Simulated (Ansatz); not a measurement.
AlClFHO

```xyz
5

Al    2.8989    1.3415   -0.5047
Cl    3.6135    1.2452    1.4402
F     3.5956    2.4063   -1.5631
O     1.6302    0.3395   -0.9668
H     1.2248    0.3016   -1.8342
```

Geometry: PBE0-D3(BJ)/def2-SVP.

These are results of Ansatz, isolated molecule in a Gaussian basis; Kohn-Sham density functional theory, functional PBE0, not measurements.

What will maps of the electron density and electron localisation function show?

Answer. Al–F (1.66 Å): ρ at the midpoint is about 0.91 e/Å³; the ELF peaks at about 0.85 in the valence shell of F, 0.6 Å from its nucleus, and is about 0.35 at the midpoint.
Al–O (1.68 Å): ρ is about 0.94 e/Å³ halfway; the ELF peaks at about 0.85 in the valence shell of O, 0.6 Å from its nucleus, and is about 0.45 at the midpoint.
Al–Cl (2.07 Å): the density is about 0.78 e/Å³ at the midpoint; the ELF peaks at about 0.85 in the valence shell of Cl, 0.8 Å from its nucleus, and is about 0.80 at the midpoint.
O–H (0.96 Å): ρ is about 3.8 e/Å³ halfway; the ELF climbs to about 1 towards the hydrogen, as it does in any bond to H (an ordinary covalent bond to hydrogen).

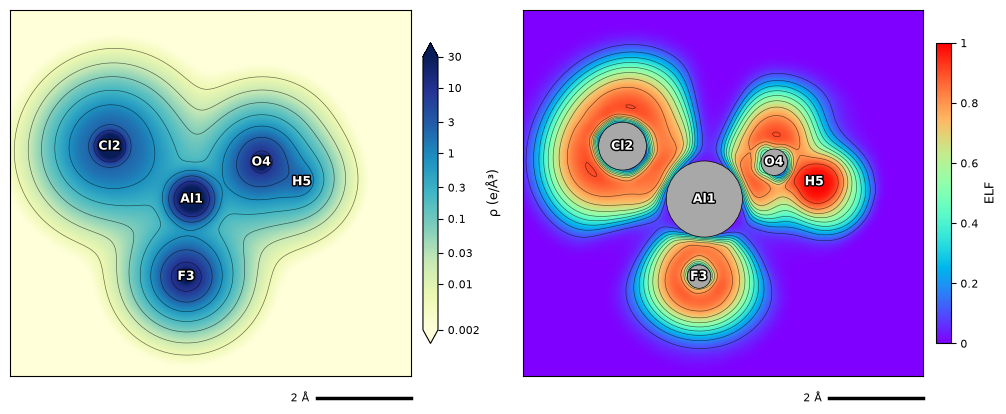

Computed electron density and electron localisation function on the molecular plane, in this order. Grey discs cover the atomic cores in the ELF map. 
